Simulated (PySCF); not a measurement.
# C₁₀H₁₄Si: NMR shifts at several levels of theory

Aim: compute the NMR shifts of C₁₀H₁₄Si (`C[Si]1(c2ccccc2)CCC1`) at several levels, and see how far they spread and what each costs.

Computed with PySCF 2.14.0, with density-fitted response routines of our own, on a single molecule in the gas phase. Atoms count from 0, in the outputs and in this text.

## (1) The molecule as given

25 atoms, charge 0, multiplicity 1; geometry from: GFN2-xTB.

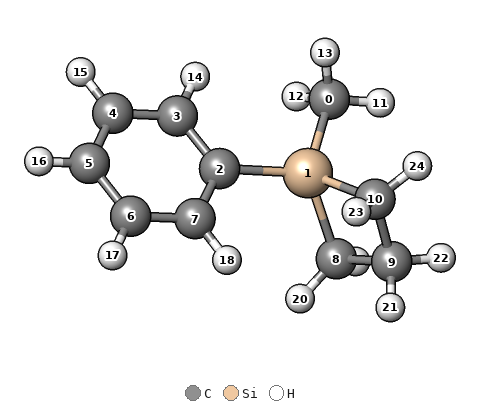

As it starts; carbon grey, silicon light orange, hydrogen white, atoms numbered.

## (2) Optimising the geometry at PBE0-D3(BJ)/def2-SVP

What the job is given:

```
{"job": {"xc": "PBE0", "basis": "def2-SVP", "d3": "d3bj", "grid": 1, "kind": "geom"}, "charge": 0, "multiplicity": 1}
C     -1.604570     1.577510     1.645520
Si    -1.164820     0.200870     0.409990
C      0.679920     0.172480    -0.000210
C      1.569770     1.079230     0.565980
C      2.917360     1.047890     0.255470
C      3.401750     0.104810    -0.634870
C      2.531170    -0.806970    -1.208380
C      1.186120    -0.770860    -0.891190
C     -1.980170    -1.506700     0.738550
C     -2.929940    -1.311510    -0.463570
C     -2.365110    -0.013580    -1.069010
H     -2.666010     1.573800     1.870740
H     -1.068820     1.451100     2.580540
H     -1.353360     2.554840     1.244380
H      1.201130     1.818700     1.260950
H      3.592950     1.760270     0.707490
H      4.453910     0.078740    -0.879000
H      2.904540    -1.546120    -1.903040
H      0.513160    -1.487520    -1.339380
H     -2.502870    -1.641270     1.682150
H     -1.321840    -2.363050     0.611060
H     -2.907470    -2.149050    -1.159730
H     -3.959370    -1.179130    -0.134160
H     -1.884300    -0.181350    -2.030080
H     -3.120380     0.754010    -1.217540
```

What it wrote:

```text
step   0  E = -678.05433395  max force = 0.013525
step   1  E = -678.05865551  max force = 0.003968
step   2  E = -678.05870291  max force = 0.003049
step   3  E = -678.05878287  max force = 0.002039
step   4  E = -678.05881581  max force = 0.001308
step   5  E = -678.05885141  max force = 0.000581
step   6  E = -678.05894901  max force = 0.001699
step   7  E = -678.05908302  max force = 0.007950
step   8  E = -678.05946322  max force = 0.005523
step   9  E = -678.05980350  max force = 0.001970
step  10  E = -678.05987070  max force = 0.000917
step  11  E = -678.05985270  max force = 0.002408
step  12  E = -678.05991405  max force = 0.000284
step  13  E = -678.05991422  max force = 0.000228
optimisation converged
```

It took 5.2 min on 8 threads of Intel Xeon at 2.70GHz, shared host.

Relaxation path:

```csv
step,energy from step 0 (eV),largest force component (eV/Å)
0,0.0000,0.6955
1,-0.1176,0.2040
2,-0.1189,0.1568
3,-0.1211,0.1048
4,-0.1220,0.0673
5,-0.1229,0.0299
6,-0.1256,0.0874
7,-0.1292,0.4088
8,-0.1396,0.2840
9,-0.1488,0.1013
10,-0.1507,0.0472
11,-0.1502,0.1238
12,-0.1518,0.0146
13,-0.1518,0.0117
```

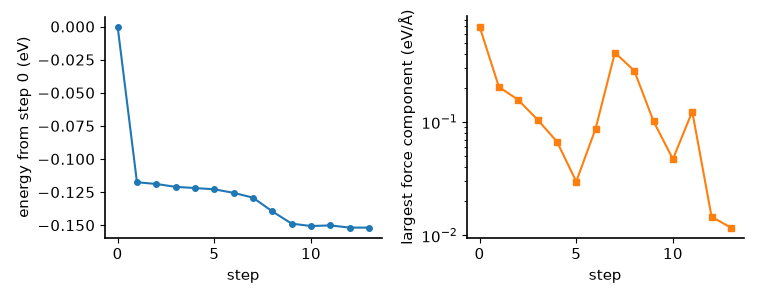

Energy and largest force along the relaxation.

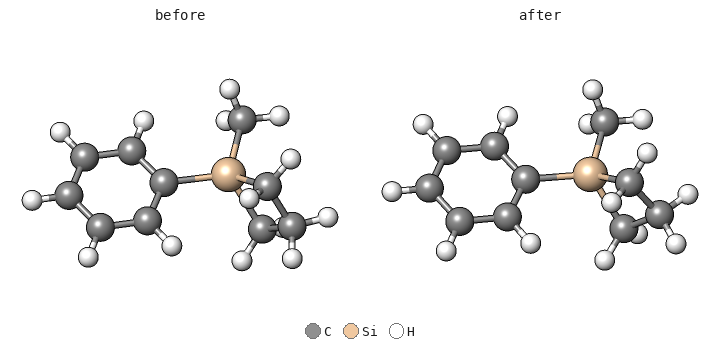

Before and after, at one scale.

Distances of close pairs at the start and the end, largest changes first:

```csv
bond,before (Å),after (Å),change (Å)
C0–Si1,1.901,1.877,-0.024
Si1–C8,1.921,1.900,-0.021
Si1–C10,1.917,1.900,-0.017
C0–H12,1.085,1.101,+0.016
C0–H13,1.086,1.102,+0.016
C0–H11,1.085,1.101,+0.015
C10–H23,1.088,1.103,+0.015
C8–H20,1.088,1.103,+0.015
```

The next job starts from the end point, and lists it.

```csv
at the end point,value
"rotational constants (GHz, main isotopes)","2.016, 0.596, 0.505"
dipole moment (D),0.52
```

## (3) Nuclear shieldings: PBE0/pcSseg-1

What the job is given:

```
{"job": {"kind": "nmr", "xc": "PBE0", "basis": "pcSseg-1", "pop": false}, "charge": 0, "multiplicity": 1}
C     -1.600527     1.394846     1.639941
Si    -1.147190     0.096507     0.362640
C      0.693810     0.152814    -0.017741
C      1.552040     1.094576     0.569416
C      2.912547     1.120875     0.263482
C      3.441236     0.200659    -0.639594
C      2.605855    -0.745069    -1.234519
C      1.248176    -0.765484    -0.924582
C     -1.958051    -1.596120     0.656300
C     -3.091251    -1.128084    -0.295671
C     -2.363549    -0.012473    -1.092373
H     -2.679553     1.358293     1.853190
H     -1.062396     1.230605     2.586844
H     -1.361900     2.408854     1.281929
H      1.155845     1.824848     1.280785
H      3.563223     1.863384     0.732336
H      4.506972     0.219444    -0.880881
H      3.016146    -1.469175    -1.942908
H      0.607897    -1.514642    -1.401265
H     -2.263531    -1.925822     1.659971
H     -1.360965    -2.402859     0.199864
H     -3.536012    -1.925650    -0.914670
H     -3.915219    -0.690451     0.291891
H     -1.866890    -0.420476    -1.988237
H     -2.973961     0.847739    -1.403489
```

Level: GIAO PBE0/pcSseg-1 NMR shielding, non-relativistic, gas phase.

What it wrote:

```text
coarse grid: 21168 points
cycle   1  E = -678.1872536607  dE =  1.432e+00  |g| = 5.560e-01  |ddm| = 4.729e+00
cycle   2  E = -678.1705628369  dE =  1.669e-02  |g| = 6.220e-01  |ddm| = 1.198e+00
cycle   3  E = -678.2718719062  dE = -1.013e-01  |g| = 5.032e-02  |ddm| = 6.071e-01
cycle   4  E = -678.2722507774  dE = -3.789e-04  |g| = 3.230e-02  |ddm| = 8.339e-02
cycle   5  E = -678.2725149785  dE = -2.642e-04  |g| = 8.626e-03  |ddm| = 4.066e-02
cycle   6  E = -678.2725319198  dE = -1.694e-05  |g| = 3.833e-03  |ddm| = 1.221e-02
cycle   7  E = -678.2725359679  dE = -4.048e-06  |g| = 2.595e-04  |ddm| = 3.911e-03
final grid: 199216 points
cycle   8  E = -678.3387457006  dE = -4.738e-05  |g| = 9.534e-03  |ddm| = 5.580e-02
cycle   9  E = -678.3387396502  dE =  6.050e-06  |g| = 1.084e-02  |ddm| = 1.947e-02
cycle  10  E = -678.3387700621  dE = -3.041e-05  |g| = 6.369e-04  |ddm| = 9.984e-03
cycle  11  E = -678.3387701470  dE = -8.488e-08  |g| = 2.744e-04  |ddm| = 9.326e-04
cycle  12  E = -678.3387701665  dE = -1.953e-08  |g| = 4.190e-05  |ddm| = 3.112e-04
cycle  13  E = -678.3387701667  dE = -1.514e-10  |g| = 3.245e-05  |ddm| = 7.636e-05
cycle  14  E = -678.3387701670  dE = -2.974e-10  |g| = 3.427e-06  |ddm| = 3.641e-05
converged SCF energy = -678.3387701670

GIAO shielding tensors (ppm)
atom      isotropic    diamagn.    paramagn.     s11        s22        s33       span
  0 C      190.457     255.872     -65.416    186.573    189.784    195.013      8.439
  1 Si     339.955     882.260    -542.305    320.413    340.459    358.992     38.579
  2 C       41.572     261.757    -220.185    -47.388    -17.496    189.599    236.987
  3 C       45.905     252.781    -206.877    -69.265     34.060    172.919    242.184
  4 C       51.329     253.746    -202.416    -61.230     40.452    174.765    235.996
  5 C       49.024     254.876    -205.851    -62.204     33.971    175.306    237.511
  6 C       50.976     253.636    -202.661    -62.396     40.487    174.835    237.231
  7 C       43.412     254.369    -210.958    -74.124     30.311    174.047    248.171
  8 C      167.817     257.525     -89.708    146.866    173.634    182.951     36.086
  9 C      163.924     252.276     -88.352    151.147    165.542    175.084     23.937
 10 C      167.208     257.434     -90.226    146.842    172.888    181.894     35.051
 11 H       30.598      29.817       0.781     25.182     29.217     37.394     12.212
 12 H       30.714      31.624      -0.910     26.359     28.216     37.568     11.209
 13 H       30.674      31.687      -1.013     26.195     28.292     37.535     11.341
 14 H       23.748      33.877     -10.129     18.621     22.380     30.241     11.620
 15 H       23.847      29.471      -5.624     20.188     24.278     27.076      6.888
 16 H       23.802      28.112      -4.310     20.342     24.556     26.508      6.166
 17 H       23.723      30.023      -6.300     20.055     24.082     27.033      6.978
 18 H       23.412      34.356     -10.944     18.921     21.671     29.642     10.722
 19 H       30.185      32.014      -1.829     26.555     26.824     37.176     10.621
 20 H       29.807      33.655      -3.848     26.510     28.346     34.564      8.054
 21 H       28.933      28.755       0.177     24.363     25.765     36.669     12.306
 22 H       29.300      30.131      -0.831     26.395     26.637     34.868      8.473
 23 H       29.867      33.619      -3.752     26.661     28.418     34.521      7.860
 24 H       30.183      32.030      -1.847     26.622     26.798     37.129     10.506
```

Wall time 61 s (8 threads of Intel Xeon at 2.70GHz, shared host).

Shifts follow as δ = σ(reference) − σ, with reference shieldings (ppm) from runs at the same level and on the same kind of geometry: ¹H TMS 31.27, ¹³C TMS 184.4, ²⁹Si TMS 352.0. The references are single molecules in the gas phase. Atoms listed in one row are averaged.

```csv
atoms,environment,σ (ppm),δ (ppm),δ scaled to CDCl3
C2,substituted aromatic carbon,41.6,142.8,138.2
"C3, C7",aromatic CH,44.7,139.8,135.2
C5,aromatic CH,49.0,135.4,131.0
"C4, C6",aromatic CH,51.2,133.3,128.9
C9,sp3 CH2 in a ring,163.9,20.5,19.4
"C8, C10",sp3 CH2 bonded to Si,167.5,16.9,15.9
C0,methyl carbon bonded to Si,190.5,-6.0,-6.4
"H14, H18",hydrogen on an aromatic CH,23.58,7.69,7.50
"H15, H17",hydrogen on an aromatic CH,23.79,7.48,7.31
H16,hydrogen on an aromatic CH,23.80,7.46,7.29
H21,hydrogen on an sp3 CH2 in a ring,28.93,2.33,2.43
H22,hydrogen on an sp3 CH2 in a ring,29.30,1.97,2.08
"H20, H23",hydrogen on an sp3 CH2 bonded to Si,29.84,1.43,1.57
"H19, H24",hydrogen on an sp3 CH2 bonded to Si,30.18,1.08,1.24
"H11, H12, H13",hydrogen on a methyl carbon bonded to Si,30.66,0.61,0.79
Si1,"silicon bonded to 4 C, in a 4-membered ring",340.0,12.0,–
```

The scaled column applies a straight-line fit of computed shieldings to shifts measured in CDCl3 (root-mean-square error 0.21 ppm for H, 2.0 ppm for C).

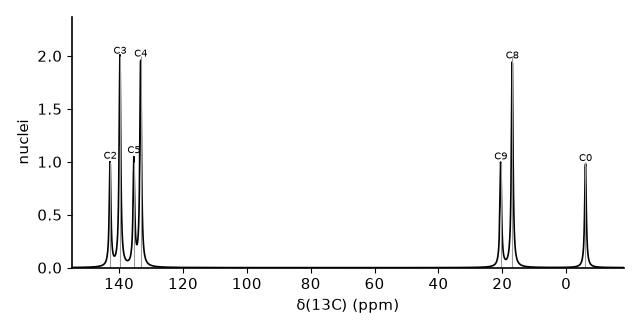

¹³C lines at the computed shifts, without couplings. Lines are broadened to a width of 0.60 ppm (Lorentzian).

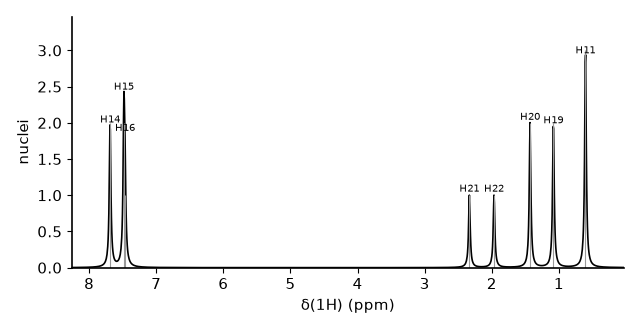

¹H lines at the computed shifts, without couplings. Lines are broadened to a width of 0.03 ppm (Lorentzian).

Ring of atoms Si1, C8, C9, C10: NICS(0) -2.0, NICS(1) -1.5, NICS(1)zz 2.1 ppm (means of both faces).

Ring of atoms C2, C3, C4, C5, C6, C7: NICS(0) -8.0, NICS(1) -11.3, NICS(1)zz -28.1 ppm (means of both faces).

## (4) NMR shieldings: PBE/pcSseg-1

Same as in step 3 but for these lines:

```diff
@@ -1,2 +1,2 @@
-{"job": {"kind": "nmr", "xc": "PBE0", "basis": "pcSseg-1", "pop": false}, "charge": 0, "multiplicity": 1}
+{"job": {"kind": "nmr", "xc": "PBE", "basis": "pcSseg-1", "pop": false}, "charge": 0, "multiplicity": 1}
 C     -1.600527     1.394846     1.639941
```

Method: GIAO PBE/pcSseg-1 NMR shielding, non-relativistic, gas phase.

What it wrote:

```text
coarse grid: 21168 points
cycle   1  E = -677.9792336430  dE =  1.083e+00  |g| = 8.316e-01  |ddm| = 4.858e+00
cycle   2  E = -677.7109913966  dE =  2.682e-01  |g| = 1.288e+00  |ddm| = 2.148e+00
cycle   3  E = -678.1667921445  dE = -4.558e-01  |g| = 1.261e-01  |ddm| = 1.443e+00
cycle   4  E = -678.1703209621  dE = -3.529e-03  |g| = 5.678e-02  |ddm| = 2.025e-01
cycle   5  E = -678.1710788494  dE = -7.579e-04  |g| = 2.217e-02  |ddm| = 7.734e-02
cycle   6  E = -678.1711805000  dE = -1.017e-04  |g| = 1.228e-02  |ddm| = 3.487e-02
cycle   7  E = -678.1712236168  dE = -4.312e-05  |g| = 1.306e-03  |ddm| = 1.328e-02
cycle   8  E = -678.1712239637  dE = -3.470e-07  |g| = 6.455e-04  |ddm| = 2.105e-03
final grid: 199216 points
cycle   9  E = -678.2622290867  dE = -4.366e-05  |g| = 1.673e-02  |ddm| = 7.810e-02
cycle  10  E = -678.2621270493  dE =  1.020e-04  |g| = 2.581e-02  |ddm| = 4.223e-02
cycle  11  E = -678.2623020911  dE = -1.750e-04  |g| = 2.513e-03  |ddm| = 2.610e-02
cycle  12  E = -678.2623035923  dE = -1.501e-06  |g| = 1.000e-03  |ddm| = 3.928e-03
cycle  13  E = -678.2623038514  dE = -2.591e-07  |g| = 3.044e-04  |ddm| = 1.233e-03
cycle  14  E = -678.2623038785  dE = -2.711e-08  |g| = 3.442e-05  |ddm| = 3.442e-04
cycle  15  E = -678.2623038787  dE = -1.851e-10  |g| = 2.279e-05  |ddm| = 6.240e-05
converged SCF energy = -678.2623038787

GIAO shielding tensors (ppm)
atom      isotropic    diamagn.    paramagn.     s11        s22        s33       span
  0 C      186.500     254.861     -68.360    181.960    186.035    191.506      9.546
  1 Si     323.005     883.917    -560.912    301.305    324.944    342.766     41.460
  2 C       38.604     260.843    -222.239    -46.337    -20.494    182.641    228.978
  3 C       44.457     252.330    -207.873    -65.954     32.693    166.631    232.585
  4 C       49.163     252.693    -203.530    -59.703     38.850    168.343    228.046
  5 C       47.405     253.588    -206.183    -59.891     33.081    169.026    228.917
  6 C       48.822     252.679    -203.857    -60.923     38.961    168.427    229.350
  7 C       41.985     253.999    -212.014    -70.891     28.992    167.854    238.745
  8 C      162.223     257.112     -94.889    141.180    167.650    177.839     36.659
  9 C      157.466     252.434     -94.968    143.330    159.269    169.799     26.469
 10 C      161.532     257.007     -95.474    141.132    166.738    176.727     35.596
 11 H       30.547      29.834       0.714     25.392     29.272     36.979     11.587
 12 H       30.670      31.569      -0.899     26.481     28.300     37.229     10.748
 13 H       30.626      31.626      -1.000     26.315     28.372     37.191     10.877
 14 H       23.794      34.063     -10.269     18.897     22.252     30.232     11.335
 15 H       23.891      29.477      -5.586     20.470     24.093     27.111      6.642
 16 H       23.866      28.082      -4.216     20.622     24.402     26.574      5.951
 17 H       23.765      30.043      -6.278     20.333     23.900     27.062      6.728
 18 H       23.432      34.594     -11.162     19.198     21.517     29.581     10.384
 19 H       30.049      31.902      -1.852     26.606     26.901     36.641     10.035
 20 H       29.677      33.695      -4.018     26.627     28.357     34.046      7.419
 21 H       28.758      28.557       0.201     24.312     25.823     36.138     11.825
 22 H       29.113      30.118      -1.006     26.453     26.585     34.299      7.847
 23 H       29.736      33.658      -3.921     26.777     28.426     34.007      7.230
 24 H       30.042      31.917      -1.875     26.680     26.867     36.581      9.901
```

Run time: 48 s. Hardware: 8 threads of Intel Xeon at 2.70GHz, shared host.

Key values: δ C2 141.4, C3 136.8, C5 132.6, C4 131.0, H14 7.58, H15 7.37 ppm (means over like atoms).

[end of part 1 of 2]
